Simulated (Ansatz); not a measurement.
Electronic density of states of amorphous Ga₂₄O₃₇Li₂, density 4.85 g/cm³, on a 2×2×2 Γ-centred mesh with a Gaussian width of 0.1 eV; energies count from the Fermi level, whose place inside the gap is arbitrary. Cell and mesh are small, so fine structure isn't converged. These are PBE, scalar-relativistic without spin-orbit coupling (plane waves to 420 eV, PAW; Ansatz, an electronic-structure program) values and carry that method's errors. Sampling: a 2×2×2 Γ-centred mesh; Fermi-Dirac width 0.02 eV; no spin polarisation. At PBE the levels at the filled edge of the gap are localised (band-tail or defect states), and the nearest spread-out levels lie 2.0 eV apart at the zone centre.

The cell was made by melting and quenching with the CHGNet potential and then relaxed with DFT. O atoms were pushed apart under 1.9 Å during the dynamics, to hinder bonds among them. The hot cell started wider than the set density and was brought back towards it in steps. It is the lowest in DFT energy of 2 quenches. It is a model cell: composition and starting density were chosen by hand, and all elements were melted together. No dispersion term was used. Its density started from a set value of 4.91 and ended at 4.85 g/cm³. The quench (nominally 220 K/ps over its main leg) was far faster than any real one, so the model tends to hold more defects than a real film. Values belong to this one cell and scatter from quench to quench. Volume and shape were free in the relaxation.

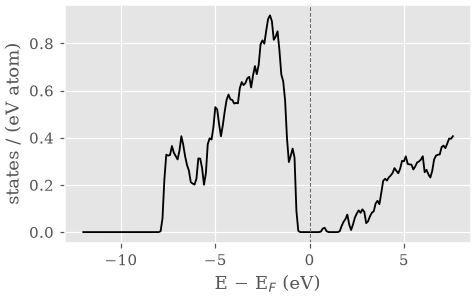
Density of states per atom

The level gap on this mesh is 1.55 eV; the broadening fills part of it in the curve.
